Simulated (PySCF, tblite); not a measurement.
**C₃H₁₁NOSi₂: geometry, infrared bands and NMR shifts**

Aim: predict the infrared bands and NMR shifts of C₃H₁₁NOSi₂ (`NC[Si@H]1CC[SiH2]O1`).

Computed with tblite 0.8.0 and PySCF 2.14.0, with density-fitted response routines of our own, on a single molecule in the gas phase. Atoms are numbered from 0 throughout.

## 1. Starting geometry

18 atoms, charge 0, multiplicity 1; geometry from: force field or distance geometry start.

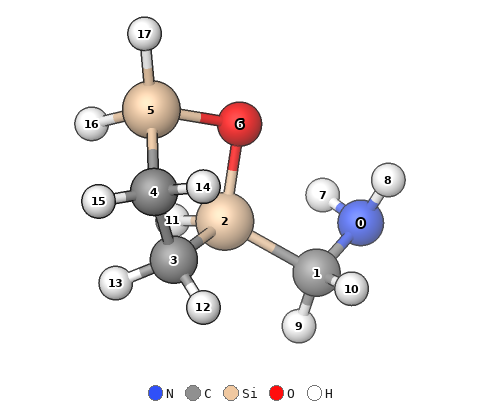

As it starts; nitrogen blue, carbon grey, silicon light orange, oxygen red, hydrogen white, atoms numbered.

## 2. Geometry optimisation with GFN2-xTB

The job: settings as JSON, then the geometry in Å.

```
{"job": {"kind": "relax", "xc": "GFN2-xTB", "basis": "xTB"}, "charge": 0, "multiplicity": 1}
N     -3.014600     0.349300     0.073200
C     -2.065900    -0.725000    -0.128700
Si    -0.405900    -0.124900     0.447000
C      1.020800    -1.114000    -0.166500
C      2.044700    -0.158300    -0.733900
Si     1.650100     1.413300     0.182600
O     -0.049200     1.482000    -0.101300
H     -2.794500     0.838300     0.970800
H     -2.906900     1.040300    -0.707700
H     -2.352300    -1.570900     0.567300
H     -2.075200    -1.058900    -1.182000
H     -0.388000    -0.038400     1.924200
H      0.754700    -1.933800    -0.833500
H      1.530000    -1.580500     0.727300
H      1.813200    -0.074500    -1.820300
H      3.064800    -0.518100    -0.559900
H      1.805000     1.204500     1.635400
H      2.360300     2.575900    -0.305700
```

Started as:

```
> OMP_NUM_THREADS=1 python probes_run.py task.json out
```

The driver reads the jobs from task.json and runs them one after another.

Output:

```text
step      E/eV     max force
  0    -612.48030    2.746
  1    -612.76522    1.630
  2    -612.85449    0.616
  3    -612.90902    0.884
  4    -612.98255    0.620
  5    -613.01853    0.441
  6    -613.05825    0.460
  7    -613.09807    0.535
  8    -613.13695    0.521
  9    -613.16856    0.505
 10    -613.19398    0.420
 11    -613.21688    0.359
 12    -613.24199    0.437
 13    -613.26530    0.320
 14    -613.28082    0.242
 15    -613.29071    0.209
 16    -613.29996    0.248
 17    -613.30940    0.244
 18    -613.31874    0.241
 19    -613.32818    0.222
 20    -613.33943    0.283
 21    -613.35374    0.403
 22    -613.36982    0.396
 23    -613.38273    0.238
 24    -613.39008    0.178
 25    -613.39500    0.176
 26    -613.40007    0.206
 27    -613.40545    0.217
 28    -613.41011    0.204
 29    -613.41446    0.145
 30    -613.41879    0.150
 31    -613.42340    0.177
 32    -613.42916    0.165
 33    -613.43448    0.132
 34    -613.43852    0.147
 35    -613.44251    0.155
 36    -613.44690    0.184
 37    -613.45201    0.158
 38    -613.45688    0.159
 39    -613.46070    0.118
 40    -613.46319    0.110
 41    -613.46617    0.104
 42    -613.46938    0.112
 43    -613.47219    0.114
 44    -613.47384    0.089
 45    -613.47512    0.087
 46    -613.47615    0.077
 47    -613.47746    0.084
 48    -613.47858    0.108
 49    -613.47968    0.078
 50    -613.48044    0.054
 51    -613.48102    0.063
 52    -613.48141    0.060
 53    -613.48176    0.054
 54    -613.48220    0.054
 55    -613.48282    0.060
 56    -613.48360    0.057
 57    -613.48447    0.072
 58    -613.48527    0.073
 59    -613.48592    0.057
 60    -613.48647    0.084
 61    -613.48698    0.068
 62    -613.48749    0.062
 63    -613.48785    0.060
 64    -613.48833    0.062
 65    -613.48883    0.081
 66    -613.48935    0.071
 67    -613.48977    0.045
 68    -613.49011    0.054
 69    -613.49043    0.053
 70    -613.49081    0.048
 71    -613.49124    0.051
 72    -613.49170    0.049
 73    -613.49214    0.054
 74    -613.49259    0.050
 75    -613.49302    0.055
 76    -613.49341    0.051
 77    -613.49372    0.037
 78    -613.49394    0.035
 79    -613.49414    0.037
 80    -613.49435    0.042
 81    -613.49455    0.031
 82    -613.49468    0.022
 83    -613.49477    0.017
 84    -613.49485    0.020
 85    -613.49493    0.027
 86    -613.49504    0.032
 87    -613.49518    0.035
 88    -613.49541    0.041
 89    -613.49580    0.044
 90    -613.49634    0.050
 91    -613.49690    0.052
 92    -613.49739    0.057
 93    -613.49785    0.056
 94    -613.49839    0.051
 95    -613.49901    0.066
 96    -613.49949    0.043
 97    -613.49980    0.037
 98    -613.50000    0.029
 99    -613.50021    0.034
100    -613.50040    0.025
101    -613.50053    0.021
102    -613.50058    0.014
103    -613.50060    0.013
104    -613.50064    0.016
105    -613.50069    0.018
106    -613.50073    0.015
107    -613.50077    0.013
108    -613.50080    0.014
109    -613.50085    0.014
110    -613.50091    0.017
111    -613.50096    0.015
112    -613.50100    0.014
113    -613.50102    0.013
114    -613.50104    0.009
```

It took 1.5 s on 1 thread of Arm Neoverse N1, shared host.

Step by step: (not every step is listed)

```tsv
step	energy from step 0 (eV)	largest force (eV/Å)
0	0.0000	2.7457
1	-0.2849	1.6300
2	-0.3742	0.6160
3	-0.4287	0.8842
4	-0.5022	0.6199
5	-0.5382	0.4409
6	-0.5779	0.4595
7	-0.6178	0.5349
8	-0.6566	0.5207
18	-0.8384	0.2412
28	-0.9298	0.2040
38	-0.9766	0.1587
48	-0.9983	0.1083
58	-1.0050	0.0734
68	-1.0098	0.0544
78	-1.0136	0.0352
88	-1.0151	0.0414
98	-1.0197	0.0293
108	-1.0205	0.0138
109	-1.0205	0.0139
110	-1.0206	0.0172
111	-1.0207	0.0153
112	-1.0207	0.0145
113	-1.0207	0.0128
114	-1.0207	0.0089
```

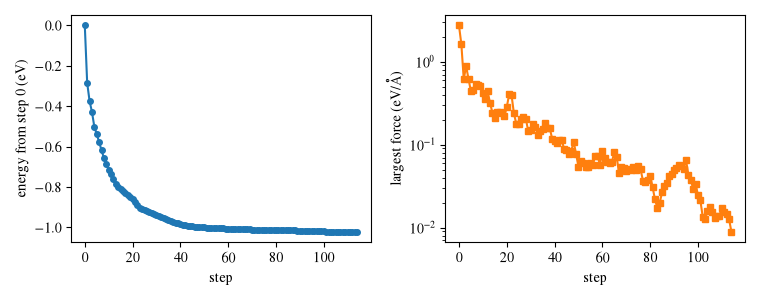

Energy and largest force along the relaxation.

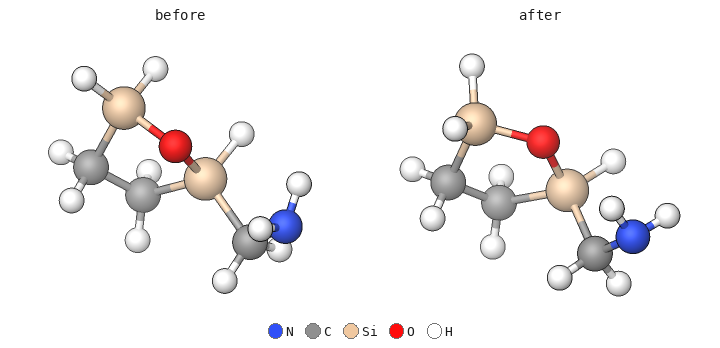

The geometry before (left) and after (right).

Distances of close pairs at the start and the end, largest changes first:

```tsv
bond	before (Å)	after (Å)	change (Å)
Si2–O6	1.735	1.644	-0.090
Si5–O6	1.724	1.640	-0.084
Si2–C3	1.841	1.907	+0.066
C1–Si2	1.857	1.911	+0.055
C4–Si5	1.862	1.908	+0.047
C1–H9	1.132	1.091	-0.041
C3–H13	1.130	1.091	-0.039
N0–H8	1.048	1.016	-0.033
```

The next job starts from the end point, and lists it.

## 3. Vibrational analysis with GFN2-xTB

The job: settings as JSON, then the geometry in Å.

```
{"job": {"kind": "ir", "xc": "GFN2-xTB", "basis": "xTB"}, "charge": 0, "multiplicity": 1}
N     -2.959724     0.560046    -0.059783
C     -1.988766    -0.500502    -0.335724
Si    -0.416177    -0.396988     0.745555
C      1.138639    -1.282733     0.085266
C      1.972884    -0.248527    -0.689772
Si     1.604525     1.472327     0.048249
O      0.125509     1.154406     0.681328
H     -3.250653     0.512655     0.911571
H     -2.507509     1.460705    -0.185118
H     -2.499722    -1.453626    -0.188620
H     -1.745511    -0.435637    -1.399779
H     -0.702703    -0.633607     2.162594
H      0.933512    -2.156194    -0.532783
H      1.715747    -1.638814     0.939490
H      1.665299    -0.256807    -1.737706
H      3.028740    -0.518751    -0.680217
H      2.477377     1.839917     1.159336
H      1.399775     2.528446    -0.935542
```

Output:

```text
mode    cm-1     km/mol
  1      40.3      0.13
  2      75.4      2.00
  3      93.7      1.65
  4     142.3      1.17
  5     209.6     20.89
  6     279.3     29.78
  7     313.0     11.14
  8     357.3      7.80
  9     412.3      7.88
 10     482.6     41.72
 11     579.6     26.53
 12     584.3     56.25
 13     627.1     37.76
 14     644.1     81.25
 15     668.1     27.39
 16     688.7     74.63
 17     743.0     96.18
 18     760.7    102.35
 19     769.1    369.41
 20     787.5    289.96
 21     797.2    132.66
 22     828.4     35.66
 23     922.0    407.73
 24    1009.0    217.13
 25    1035.3      5.43
 26    1041.1      3.63
 27    1063.9     37.29
 28    1096.0     15.49
 29    1139.0      3.40
 30    1263.2      1.36
 31    1275.2     11.06
 32    1277.0      2.57
 33    1316.9      4.18
 34    1468.5      3.71
 35    1482.0      0.56
 36    1497.1      3.65
 37    1572.6     27.50
 38    2247.7    291.02
 39    2280.2    465.59
 40    2303.5    233.60
 41    2945.4     38.20
 42    2958.4     15.36
 43    2971.7     36.58
 44    2977.4     84.32
 45    2987.1     41.57
 46    2998.3     35.89
 47    3377.0      8.69
 48    3405.0      8.97
```

Wall time 1.2 s (1 thread of Arm Neoverse N1, shared host).

The strongest bands and the atoms that carry them (share of the mass-weighted mode):

```tsv
cm⁻¹	km/mol	atoms
769	369.4	H16 23 %, H17 17 %, Si5 15 %, Si2 11 %
788	290.0	C4 13 %, H17 13 %, H15 12 %, C3 11 %
797	132.7	Si5 15 %, O6 13 %, H16 11 %
922	407.7	O6 72 %, Si2 11 %
1009	217.1	N0 31 %, H8 26 %, H7 25 %
2248	291.0	H11 96 %
2280	465.6	H16 86 %
2304	233.6	H17 87 %, H16 10 %
```

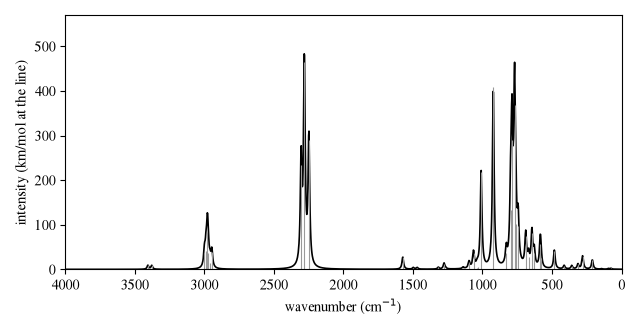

The infrared spectrum from these modes, unscaled. Lines are broadened to a width of 14 cm⁻¹ (Lorentzian).

## 4. NMR shieldings: PBE0/pcSseg-1

Same as in step 3 but for these lines:

```diff
@@ -1,2 +1,2 @@
-{"job": {"kind": "ir", "xc": "GFN2-xTB", "basis": "xTB"}, "charge": 0, "multiplicity": 1}
+{"job": {"kind": "nmr", "xc": "PBE0", "basis": "pcSseg-1"}, "charge": 0, "multiplicity": 1}
 N     -2.959724     0.560046    -0.059783
```

With the program's defaults for keys left out, this is: GIAO PBE0/pcSseg-1 NMR shielding, non-relativistic, gas phase.

Output:

```text
coarse grid: 15480 points
cycle   1  E = -829.2005886097  dE =  7.426e-01  |g| = 8.635e-01  |ddm| = 3.797e+00
cycle   2  E = -828.9836309433  dE =  2.170e-01  |g| = 1.363e+00  |ddm| = 1.932e+00
cycle   3  E = -829.3418947856  dE = -3.583e-01  |g| = 1.426e-01  |ddm| = 1.389e+00
cycle   4  E = -829.3454882945  dE = -3.594e-03  |g| = 5.812e-02  |ddm| = 1.620e-01
cycle   5  E = -829.3462696311  dE = -7.813e-04  |g| = 9.174e-03  |ddm| = 5.273e-02
cycle   6  E = -829.3462867021  dE = -1.707e-05  |g| = 2.715e-03  |ddm| = 1.045e-02
cycle   7  E = -829.3462883222  dE = -1.620e-06  |g| = 6.162e-04  |ddm| = 2.448e-03
final grid: 138768 points
cycle   8  E = -829.3942500116  dE = -2.200e-05  |g| = 1.077e-02  |ddm| = 2.261e-02
cycle   9  E = -829.3942230955  dE =  2.692e-05  |g| = 1.581e-02  |ddm| = 2.020e-02
cycle  10  E = -829.3942747933  dE = -5.170e-05  |g| = 1.460e-03  |ddm| = 1.232e-02
cycle  11  E = -829.3942752041  dE = -4.107e-07  |g| = 2.190e-04  |ddm| = 1.317e-03
cycle  12  E = -829.3942752132  dE = -9.099e-09  |g| = 5.740e-05  |ddm| = 2.386e-04
cycle  13  E = -829.3942752138  dE = -5.866e-10  |g| = 2.523e-05  |ddm| = 7.078e-05
converged SCF energy = -829.3942752138

GIAO shielding tensors (ppm)
atom      isotropic    diamagn.    paramagn.     s11        s22        s33       span
  0 N      251.189     315.102     -63.913    210.060    249.574    293.935     83.875
  1 C      151.910     253.158    -101.249    130.102    148.973    176.653     46.551
  2 Si     338.211     881.699    -543.488    293.585    343.100    377.949     84.364
  3 C      179.081     255.585     -76.504    167.461    179.565    190.218     22.756
  4 C      178.068     253.869     -75.801    161.274    179.011    193.919     32.645
  5 Si     352.714     880.643    -527.929    293.314    350.705    414.122    120.808
  6 O      297.688     401.272    -103.584    226.327    327.146    339.591    113.264
  7 H       31.789      30.579       1.211     25.009     28.846     41.513     16.504
  8 H       30.843      32.318      -1.475     23.303     29.897     39.330     16.027
  9 H       29.447      30.587      -1.140     24.313     29.436     34.592     10.279
 10 H       29.317      32.606      -3.288     24.140     29.884     33.928      9.788
 11 H       26.824      30.699      -3.875     23.498     24.239     32.735      9.237
 12 H       30.813      32.490      -1.676     26.265     28.140     38.035     11.770
 13 H       30.865      32.089      -1.224     25.495     28.441     38.658     13.163
 14 H       30.673      32.466      -1.793     26.061     28.009     37.949     11.888
 15 H       30.591      29.863       0.729     25.145     27.901     38.728     13.583
 16 H       26.684      29.311      -2.627     22.865     24.210     32.976     10.111
 17 H       26.546      29.569      -3.023     22.866     24.426     32.346      9.480
```

Wall time 66 s (1 thread of Arm Neoverse N1, shared host); peak memory 0.84 GiB.

Shifts follow as δ = σ(reference) − σ, with reference shieldings (ppm) from runs at the same level and on the same kind of geometry: ¹H TMS 31.72, ¹³C TMS 186.9, ²⁹Si TMS 349.2, ¹⁵N NH3 267.7, ¹⁷O H2O 336.1. The references are single molecules in the gas phase, so shifts against H2O, NH3, PH3, H3PO4 or CFCl3 are not on the usual liquid scales and can be off by tens of ppm. Atoms listed in one row are averaged.

```tsv
atoms	environment	σ (ppm)	δ (ppm)	δ scaled to CDCl3
C1	sp3 CH2 bonded to N and Si	151.9	35.0	32.3
C4	sp3 CH2 bonded to Si	178.1	8.9	6.7
C3	sp3 CH2 bonded to Si	179.1	7.8	5.7
H17	hydrogen on a silicon bonded to C, O, in a 5-membered ring	26.55	5.17	–
H16	hydrogen on a silicon bonded to C, O, in a 5-membered ring	26.68	5.03	–
H11	hydrogen on a silicon bonded to 2 C, O, in a 5-membered ring	26.82	4.89	–
H10	hydrogen on an sp3 CH2 bonded to N and Si	29.32	2.40	2.37
H9	hydrogen on an sp3 CH2 bonded to N and Si	29.45	2.27	2.25
H15	hydrogen on an sp3 CH2 bonded to Si	30.59	1.13	1.17
H14	hydrogen on an sp3 CH2 bonded to Si	30.67	1.04	1.09
H12	hydrogen on an sp3 CH2 bonded to Si	30.81	0.90	0.96
H13	hydrogen on an sp3 CH2 bonded to Si	30.86	0.85	0.91
H7, H8	hydrogen on an amine nitrogen	31.32	0.40	–
N0	amine nitrogen	251.2	16.5	–
Si2	silicon bonded to 2 C, O, H, in a 5-membered ring	338.2	10.9	–
Si5	silicon bonded to C, O, 2 H, in a 5-membered ring	352.7	-3.6	–
O6	oxygen bonded to 2 Si, in a 5-membered ring	297.7	38.4	–
```

The scaled column applies a straight-line fit of computed shieldings to shifts measured in CDCl3 (root-mean-square error 0.16 ppm for H, 1.9 ppm for C).

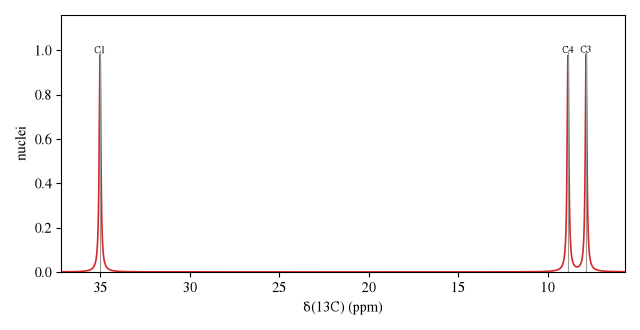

¹³C lines at the computed shifts, without couplings. Lines are broadened to a width of 0.11 ppm (Lorentzian).

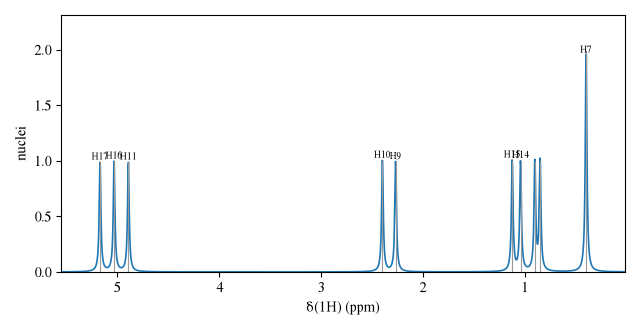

¹H lines at the computed shifts, without couplings. Lines are broadened to a width of 0.02 ppm (Lorentzian).

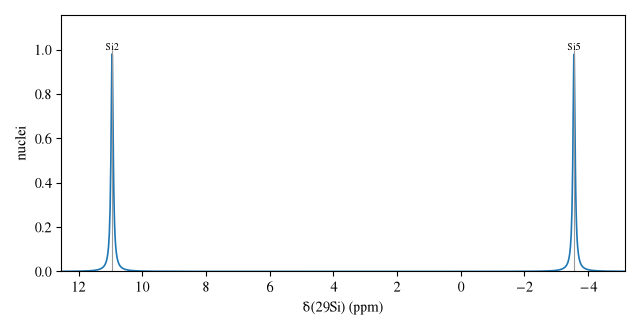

²⁹Si lines at the computed shifts, without couplings. Lines are broadened to a width of 0.08 ppm (Lorentzian).

Charges from the same density, by scheme (e):

```tsv
atoms	Mulliken	IAO	Hirshfeld	ESP fit
N0	-0.45	-0.56	-0.24	-0.96
C1	-0.36	-0.44	-0.12	0.27
Si2	0.99	1.08	0.41	0.31
C3	-0.57	-0.56	-0.16	-0.17
C4	-0.56	-0.55	-0.16	-0.15
Si5	0.86	1.00	0.41	0.54
O6	-0.75	-0.89	-0.32	-0.47
```

ESP fit charges:

N0 -0.96; C1 0.27; Si2 0.31; C3 -0.17; C4 -0.15; Si5 0.54; O6 -0.47; H7 0.36; H8 0.36; H9 0.00; H10 0.03; H11 -0.10; H12 0.02; H13 0.09; H14 0.05; H15 0.03; H16 -0.10; H17 -0.12

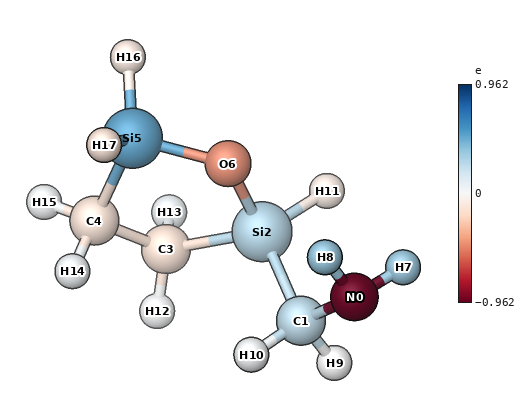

ESP fit charges, as colours on the atoms.

Mayer bond orders: N0–C1 0.98, C1–Si2 0.91, Si2–C3 0.87, C3–C4 1.02, C4–Si5 0.91, Si5–O6 0.94, O6–Si2 0.91.

Ring of atoms Si2, C3, C4, Si5, O6: NICS(0) -5.1, NICS(1) -2.9, NICS(1)zz -2.8 ppm (means of both faces).

The fields below are evaluated on a grid from the run's orbitals.

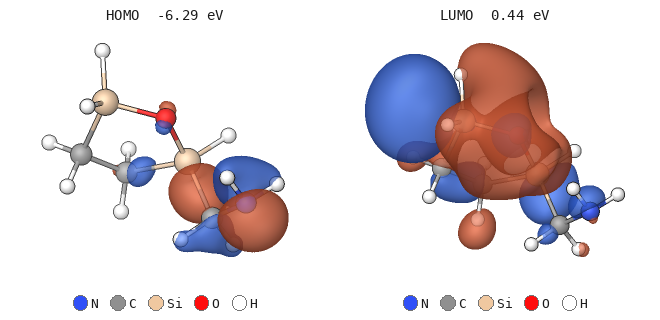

PBE0/pcSseg-1 orbitals near the gap, drawn at the value that encloses 70 % of each; the two colours are the two signs.

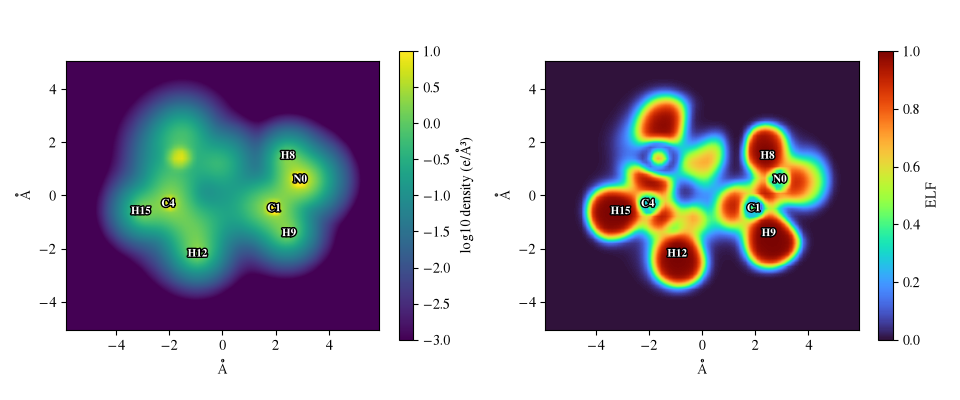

Density (left) and ELF (right) in a plane through or near 7 of the atoms.

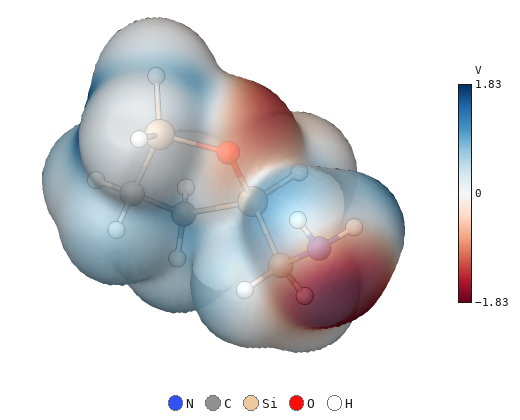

Electrostatic potential on the surface of density 0.002 e/bohr³; red is low, blue high. It runs from -1.83 V near N0 to 1.32 V near Si5.

## 5. What came out

```
                                                              quantity                                                           value
                             strongest single infrared mode (GFN2-xTB)                                           2280 cm⁻¹, 466 km/mol
                                          zero-point energy (GFN2-xTB)                                                   86.9 kcal/mol
                                ¹³C shifts against TMS (PBE0/pcSseg-1)                                              35.0, 8.9, 7.8 ppm
¹H shifts against TMS (PBE0/pcSseg-1, means over atoms taken as alike)  5.17, 5.03, 4.89, 2.40, 2.27, 1.13, 1.04, 0.90, 0.85, 0.40 ppm
                                ¹⁵N shifts against NH3 (PBE0/pcSseg-1)                                                        16.5 ppm
                               ²⁹Si shifts against TMS (PBE0/pcSseg-1)                                                  10.9, -3.6 ppm
                                ¹⁷O shifts against H2O (PBE0/pcSseg-1)                                                        38.4 ppm
                                 surface potential, least and greatest                                              -1.83 V and 1.32 V
```

In words: The optimisation took 114 steps and gained 1.021 eV; among the close pairs (by a distance rule), Si2–O6 changed most, from 1.735 to 1.644 Å. All 48 modes are real, so the xTB geometry is a minimum. The strongest single mode, at 2280 cm⁻¹, moves mainly H16. Unscaled tight-binding wavenumbers are off by several per cent, some by more. Its intensities can rank the bands wrongly. C1 (sp3 CH2 bonded to N and Si) lies farthest downfield among carbon, at 35.0 ppm; deshielded by the electronegative neighbour. At PBE0/pcSseg-1: The largest span, 121 ppm, is at Si5, where the paramagnetic term is -528 ppm.
